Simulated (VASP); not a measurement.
Band structure of NiSb (space group P6_3/mmc). Computed with PBE GGA, VASP's PBE PAW potentials (set 64) (plane waves; VASP).

Unless said otherwise, spin-orbit coupling is left out, though it shifts the bands of the heavy elements here.

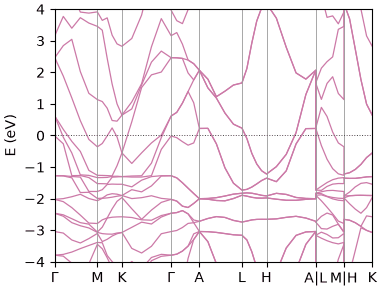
Figure. Bands along high-symmetry lines, zero at the valence-band maximum or, without a gap, the Fermi level

**Question.** Read the plot: is there a gap, and where are the band edges?

**Answer.** It has no gap at this level: it comes out as a metal or semimetal.

The structure is a typed NiSb crystal. The cell was not relaxed at this level. The run is not spin-polarised, so no magnetic state was tried.
